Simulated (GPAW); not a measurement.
**ZrH4 (SMILES [H][Zr]([H])([H])[H]): LDA (PW92)/sz(dzp) (scalar-relativistic datasets)**

Wanted: the energies of several spin states of ZrH4. 

The calculation is run with GPAW 26.7.0.

### 1 The structure to begin with

ZrH4 has 5 atoms, charge 0, and is taken as a singlet. As SMILES, `[H][Zr]([H])([H])[H]`. The shape comes from GFN2-xTB, which is rough for such elements, and wasn't checked as a minimum.

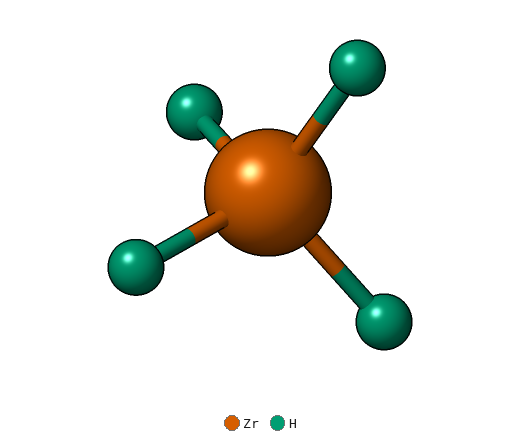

The structure, seen from a chosen angle (zirconium orange, hydrogen teal).

### 2 The energies of several spin states at LDA (PW92)/sz(dzp) (scalar-relativistic datasets)

Input file run.py:

```python
from ase.io.zmatrix import parse_zmatrix
from gpaw import GPAW

# Geometry
zmat = """
Zr
H 1 r2
H 1 r3 2 a3
H 1 r4 3 a4 2 d4
H 1 r5 4 a5 3 d5
"""
values = dict(r2=1.918054, r3=1.917999, a3=109.56855, r4=1.917234, a4=109.68669, d4=120.497, r5=1.918922, a5=109.38644, d5=-119.76743)
molecule = parse_zmatrix(zmat, defs=values)
molecule.center(vacuum=4.5)

energies = {}
for name, charge, unpaired in [('singlet', 0, 0), ('triplet', 0, 2), ('quintet', 0, 4)]:
    molecule.set_initial_magnetic_moments([unpaired / len(molecule)] * len(molecule))
    calc = GPAW(mode='lcao',
                basis='sz(dzp)',
                h=0.18,
                xc='LDA',
                charge=charge,
                occupations={'name': 'fermi-dirac', 'width': 0.02, 'fixmagmom': unpaired > 0},
                maxiter=100,
                poissonsolver={'name': 'fd'},
                symmetry='off',
                txt='-')
    molecule.calc = calc
    energies[name] = molecule.get_potential_energy()
    print(f'{name:10} {energies[name]:12.5f} eV')

lowest = min(energies, key=energies.get)
for name, e in energies.items():
    print(f'{name:10} {e - energies[lowest]:8.3f} eV above the lowest')
```

Started as:

```sh
$ OMP_NUM_THREADS=1 python run.py
```

Standard output:

```text
__  _  _
 | _ |_)|_||  |
 |__||  | ||/\| - 26.7.0

units:  Angstrom and eV
cores:  1
OpenMP: False

Versions:
  Python: 3.12.14
  ASE:    3.29.0
  Numpy:  2.5.5
  Scipy:  1.18.1
  Libxc:  7.0.0

        _gpaw.cpython-312-aarch64-linux-gnu.so

Input parameters:
  mode=LCAO(),
  basis={'default': 'sz(dzp)'},
  charge=0.0,
  h=0.18,
  maxiter=100,
  occupations=Occupations(name='fermi-dirac', width=0.02, fixmagmom=False),
  poissonsolver=PoissonSolver(name='fd'),
  symmetry=Symmetry(point_group=False, time_reversal=False),
  xc=XC(name='LDA')
        .---------------------------.
       /|                           |
      / |                           |
     /  |                           |
    /   |                           |
   /    |                           |
  /     |                           |
 *      |                           |
 |      |                           |
 |      |                           |
 |      |      HH                   |
 |      |        Zr  H              |
 |      |                           |
 |      |                           |
 |      |      H                    |
 |      .---------------------------.
 |     /                           /
 |    /                           /
 |   /                           /
 |  /                           /
 | /                           /
 |/                           /
 *---------------------------*

Atoms  # Å, Bohr magnetons
|   | symbol |        x |        y |        z |    initial magnetic moments |
|---|--------|----------|----------|----------|-----------------------------|
| 0 |     Zr | 5.146874 | 5.415404 | 6.075036 | ( 0.0000,  0.0000,  0.0000) |
| 1 |      H | 7.064928 | 5.415404 | 6.075036 | ( 0.0000,  0.0000,  0.0000) |
| 2 |      H | 4.504470 | 7.222622 | 6.075036 | ( 0.0000,  0.0000,  0.0000) |
| 3 |      H | 4.500000 | 4.500000 | 7.630471 | ( 0.0000,  0.0000,  0.0000) |
| 4 |      H | 4.514265 | 4.520235 | 4.500000 | ( 0.0000,  0.0000,  0.0000) |

Unit cell  # Å
| periodic |         x |         y |         z |   lengths |    angles |
|----------|-----------|-----------|-----------|-----------|-----------|
|       no | 11.564928 |  0.000000 |  0.000000 | 11.564928 | 90.000000 |
|       no |  0.000000 | 11.722622 |  0.000000 | 11.722622 | 90.000000 |
|       no |  0.000000 |  0.000000 | 12.130471 | 12.130471 | 90.000000 |

Number of symmetries: 1
Symmetry operations  # r_c * U_cc + t_c -> r_c
|   | kind |            matrix            |
|---|------|------------------------------|
| 0 |  E   |  1, 0, 0,  0, 1, 0,  0, 0, 1 |

BZ-sampling:
  Number of BZ points: 1
  Number of IBZ points: 1

  Monkhorst-Pack size: [1, 1, 1]
  Monkhorst-Pack shift: [0, 0, 0]

K-points  # in reciprocal-cell coordinates
|   |                                coordinates |     weight |
|---|--------------------------------------------|------------|
| 0 | (  0.00000000,   0.00000000,   0.00000000) | 1.00000000 |

basis functions: 17
Spin-components: 1 (collinear spins)
Bands:           14
Projectors:      18
Spin-degeneracy: 2
Datatype:        <class 'float'>

  Storage: CPU
  Wave functions: 1_904 bytes (1_904 per core)

Parallelization:
  kpt:    1
  domain: 1
  band:   1

Density:
  Valence electrons: 16.0
  Components: 1
  Grid points: [64 64 68]
  Charge: 0.0  # |e|

Potential:
  Grid points: [64 64 68]

species:
  Zr:
    name:    Zirconium
    Z:       40.0
    valence: 12
    core:    28
    charge:  0.0  # [|e|]
    file:    Zr.LDA.gz
    compensation charges:
      type: gauss
      rc: 0.40  # [Å]
      lmax: 2
    cutoffs:
      filter: 2.39  # [Å]
      core: 1.59  # [Å]
    projectors
    | kind |    occ | energy [eV] | rcut [Å] |
    |------|--------|-------------|----------|
    |   4s |  2.000 |     -54.491 |    1.323 |
    |   5s |  2.000 |      -4.587 |    1.323 |
    |   4p |  6.000 |     -32.510 |    1.334 |
    |   5p |  0.000 |      -1.548 |    1.334 |
    |   4d |  2.000 |      -3.736 |    1.244 |
    |    d |        |      23.475 |    1.244 |

    LCAO basis set for Zr:
      Name: sz(dzp)
      File: Zr.dzp.basis.gz
      Number of radial functions: 5
      Number of spherical harmonics: 13
        l=0, rc=3.8594 Bohr: 4s-sz confined orbital
        l=0, rc=10.2031 Bohr: 5s-sz confined orbital
        l=1, rc=4.4531 Bohr: 4p-sz confined orbital
        l=1, rc=13.3594 Bohr: 5p-sz confined orbital
        l=2, rc=7.9062 Bohr: 4d-sz confined orbital
      Number of RI-basis functions 0

  H:
    name:    Hydrogen
    Z:       1.0
    valence: 1
    core:    0
    charge:  0.0  # [|e|]
    file:    H.LDA.gz
    compensation charges:
      type: gauss
      rc: 0.15  # [Å]
      lmax: 2
    cutoffs:
      filter: 0.85  # [Å]
      core: 0.53  # [Å]
    projectors
    | kind |    occ | energy [eV] | rcut [Å] |
    |------|--------|-------------|----------|
    |   1s |  1.000 |      -6.353 |    0.476 |
    |    s |        |      20.858 |    0.476 |
    |    p |        |       0.000 |    0.476 |

    LCAO basis set for H:
      Name: sz(dzp)
      File: H.dzp.basis.gz
      Number of radial functions: 1
      Number of spherical harmonics: 1
        l=0, rc=6.4219 Bohr: 1s-sz confined orbital
      Number of RI-basis functions 0

Reference energy: -97835.078529  # eV

eigensolver:
  <gpaw.new.lcao.eigensolver.LCAOEigensolver object at 0xe702ba954d10>
density mixing:
  MSR1-Mixer
  Pratt-step length: 0.05
  Maximum mixing coefficient: 0.75
  Old densities: 10
  SVD Regularization: 0.005
  Good broyden scale: 1.0
  Trust region scale: 1.0
  Backstep threshold: 4.0
  History deletion threshold: 6.0
  Fourier metric: weight=20.0, sigma=0.015

occupation numbers:
  Fermi-Dirac:
    width: 0.0200  # eV

[... 64 lines left out ...]
|   |                                coordinates |     weight |
[... 93 lines left out ...]
Reference energy: -97835.078529  # eV
[... 13 lines left out ...]
  Fourier metric: weight=20.0, sigma=0.015
[... 17 lines left out ...]
convergence criteria:
- Maximum [total energy] change in last 3 cyles: 0.0005 eV / valence electron
[... 14 lines left out ...]
Converged in 9 steps
[... 12 lines left out ...]
  Free energy:     -16.552127
[... 2 lines left out ...]
dipole moment: (0.000057, 0.000346, 0.005937)  # |e|*Ang
[... 105 lines left out ...]
|   |                                coordinates |     weight |
[... 93 lines left out ...]
Reference energy: -97835.078529  # eV
[... 13 lines left out ...]
  Fourier metric: weight=20.0, sigma=0.015
[... 70 lines left out ...]
|   |                                coordinates |     weight |
[... 93 lines left out ...]
Reference energy: -97835.078529  # eV
[... 13 lines left out ...]
  Fourier metric: weight=20.0, sigma=0.015
[... 18 lines left out ...]
convergence criteria:
- Maximum [total energy] change in last 3 cyles: 0.0005 eV / valence electron
[... 13 lines left out ...]
Converged in 28 steps
[... 12 lines left out ...]
  Free energy:     -13.606007
[... 2 lines left out ...]
dipole moment: (-0.000058, 0.000094, 0.005024)  # |e|*Ang
[... 109 lines left out ...]
|   |                                coordinates |     weight |
[... 93 lines left out ...]
Reference energy: -97835.078529  # eV
[... 13 lines left out ...]
  Fourier metric: weight=20.0, sigma=0.015
[... 46 lines left out ...]
Atoms  # Å, Bohr magnetons
|   | symbol |        x |        y |        z |    initial magnetic moments |
|---|--------|----------|----------|----------|-----------------------------|
| 0 |     Zr | 5.146874 | 5.415404 | 6.075036 | ( 0.0000,  0.0000,  0.8000) |
| 1 |      H | 7.064928 | 5.415404 | 6.075036 | ( 0.0000,  0.0000,  0.8000) |
| 2 |      H | 4.504470 | 7.222622 | 6.075036 | ( 0.0000,  0.0000,  0.8000) |
| 3 |      H | 4.500000 | 4.500000 | 7.630471 | ( 0.0000,  0.0000,  0.8000) |
| 4 |      H | 4.514265 | 4.520235 | 4.500000 | ( 0.0000,  0.0000,  0.8000) |

Unit cell  # Å
| periodic |         x |         y |         z |   lengths |    angles |
|----------|-----------|-----------|-----------|-----------|-----------|
|       no | 11.564928 |  0.000000 |  0.000000 | 11.564928 | 90.000000 |
|       no |  0.000000 | 11.722622 |  0.000000 | 11.722622 | 90.000000 |
|       no |  0.000000 |  0.000000 | 12.130471 | 12.130471 | 90.000000 |

Number of symmetries: 1
Symmetry operations  # r_c * U_cc + t_c -> r_c
|   | kind |            matrix            |
|---|------|------------------------------|
| 0 |  E   |  1, 0, 0,  0, 1, 0,  0, 0, 1 |

BZ-sampling:
  Number of BZ points: 1
  Number of IBZ points: 1

  Monkhorst-Pack size: [1, 1, 1]
  Monkhorst-Pack shift: [0, 0, 0]

K-points  # in reciprocal-cell coordinates
|   |                                coordinates |     weight |
|---|--------------------------------------------|------------|
| 0 | (  0.00000000,   0.00000000,   0.00000000) | 1.00000000 |

basis functions: 17
Spin-components: 2 (collinear spins)
Bands:           16
Projectors:      18
Spin-degeneracy: 1
Datatype:        <class 'float'>

  Storage: CPU
  Wave functions: 4_352 bytes (4_352 per core)

Parallelization:
  kpt:    1
  domain: 1
  band:   1

Density:
  Valence electrons: 16.0
  Components: 2
  Grid points: [64 64 68]
  Charge: 0.0  # |e|

Potential:
  Grid points: [64 64 68]

species:
  Zr:
    name:    Zirconium
    Z:       40.0
    valence: 12
    core:    28
    charge:  0.0  # [|e|]
    file:    Zr.LDA.gz
    compensation charges:
      type: gauss
      rc: 0.40  # [Å]
      lmax: 2
    cutoffs:
      filter: 2.39  # [Å]
      core: 1.59  # [Å]
    projectors
    | kind |    occ | energy [eV] | rcut [Å] |
    |------|--------|-------------|----------|
    |   4s |  2.000 |     -54.491 |    1.323 |
    |   5s |  2.000 |      -4.587 |    1.323 |
    |   4p |  6.000 |     -32.510 |    1.334 |
    |   5p |  0.000 |      -1.548 |    1.334 |
    |   4d |  2.000 |      -3.736 |    1.244 |
    |    d |        |      23.475 |    1.244 |

    LCAO basis set for Zr:
      Name: sz(dzp)
      File: Zr.dzp.basis.gz
      Number of radial functions: 5
      Number of spherical harmonics: 13
        l=0, rc=3.8594 Bohr: 4s-sz confined orbital
        l=0, rc=10.2031 Bohr: 5s-sz confined orbital
        l=1, rc=4.4531 Bohr: 4p-sz confined orbital
        l=1, rc=13.3594 Bohr: 5p-sz confined orbital
        l=2, rc=7.9062 Bohr: 4d-sz confined orbital
      Number of RI-basis functions 0

  H:
    name:    Hydrogen
    Z:       1.0
    valence: 1
    core:    0
    charge:  0.0  # [|e|]
    file:    H.LDA.gz
    compensation charges:
      type: gauss
      rc: 0.15  # [Å]
      lmax: 2
    cutoffs:
      filter: 0.85  # [Å]
      core: 0.53  # [Å]
    projectors
    | kind |    occ | energy [eV] | rcut [Å] |
    |------|--------|-------------|----------|
    |   1s |  1.000 |      -6.353 |    0.476 |
    |    s |        |      20.858 |    0.476 |
    |    p |        |       0.000 |    0.476 |

    LCAO basis set for H:
      Name: sz(dzp)
      File: H.dzp.basis.gz
      Number of radial functions: 1
      Number of spherical harmonics: 1
        l=0, rc=6.4219 Bohr: 1s-sz confined orbital
      Number of RI-basis functions 0

Reference energy: -97835.078529  # eV

eigensolver:
  <gpaw.new.lcao.eigensolver.LCAOEigensolver object at 0xe702b8539b80>
density mixing:
  MSR1-Mixer
  Pratt-step length: 0.05
  Maximum mixing coefficient: 0.75
  Old densities: 10
  SVD Regularization: 0.005
  Good broyden scale: 1.0
  Trust region scale: 1.0
  Backstep threshold: 4.0
  History deletion threshold: 6.0
  Fourier metric: weight=20.0, sigma=0.015

occupation numbers:
  Fixed magnetic moment: 4.000
  Fermi-Dirac:
    width: 0.0200  # eV

Jacobi solver with 4 multi-grid levels
    Coarsest grid: 16 x 16 x 17 points
    Stencil: 6*3+1=19 point O(h^6) finite-difference Laplacian
    Max iterations: 1000
    Tolerance: 2.000000e-10

xc functional:
  name: None
interpolation: tri-quintic # 5. degree polynomial

Initialization done in: 11.572 s

convergence criteria:
- Maximum [total energy] change in last 3 cyles: 0.0005 eV / valence electron
- Maximum integral of absolute [dens]ity change: 0.0001 electrons / valence electron
- Maximum integral of absolute [eigenst]ate change: 4e-08 eV^2 / valence electron
maximum number of iterations: 100

SCF iterations
|iter     |     time |      energy | eigst |  dens |  magmom |
|---------|----------|-------------|-------|-------|---------|
|iter:   1| 00:01:30 |   -9.746849 |      c|       |  +4.0130|
|iter:   2| 00:01:32 |   -9.794470 |      c| -0.66 |  +4.0124|
|iter:   3| 00:01:35 |  -10.343958 |      c| -0.68 |  +4.0032|
[... 21 lines of this table left out ...]
|iter:  25| 00:02:05 |  -10.338592c|      c| -4.08c|  +4.0000|

Converged in 25 steps
SCF loop duration: 35.178 s (1.407 s/step)
Energy contributions relative to reference atoms: (reference = -97835.078529)

Energy contributions:
  Kinetic:          44.685843
  Coulomb:         -38.667317
  Zero:             -0.060847
  External:          0.000000
  Xc:              -16.277177
  Entropy:          -0.038187
  Spinorbit:         0.000000
  ----------------------------
  Free energy:     -10.357686
  Extrapolated:    -10.338592

dipole moment: (-0.000470, -0.000283, 0.002269)  # |e|*Ang

Total magnetic moment: (0.000000, 0.000000, 3.999993)

Local magnetic moments
|        x |        y |        z |
|----------|----------|----------|
| 0.000000 | 0.000000 | 1.510631 |  # Zr   0
| 0.000000 | 0.000000 | 0.108941 |  # H    1
| 0.000000 | 0.000000 | 0.109023 |  # H    2
| 0.000000 | 0.000000 | 0.108968 |  # H    3
| 0.000000 | 0.000000 | 0.109349 |  # H    4

Fermi levels: -2.628, -6.554
Eigenvalues  # (at kpt = [0.000, 0.000, 0.000])
| band index |      eig [eV] | occ [0-1] |      eig [eV] | occ [0-1] |
|------------|---------------|-----------|---------------|-----------|
|          0 |       -52.169 |     1.000 |       -51.126 |     1.000 |
|          1 |       -30.556 |     1.000 |       -29.392 |     1.000 |
|          2 |       -30.553 |     1.000 |       -29.389 |     1.000 |
[... 12 lines of this table left out ...]
|         15 |         3.552 |     0.000 |         4.540 |     0.000 |

Gap: 0.853 eV
Transition (v -> c):
  (s=0, k=0, n=9, [0.00, 0.00, 0.00]) -> (s=0, k=0, n=10, [0.00, 0.00, 0.00])
No difference between direct/indirect transitions
vacuum-level: 0.000  # V
quintet       -10.33859 eV
singlet       0.000 eV above the lowest
triplet       2.979 eV above the lowest
quintet       6.214 eV above the lowest
```

Run time: 2.1 min. Hardware: 1 thread of Arm Neoverse V2, shared host; peak memory 0.92 GiB.
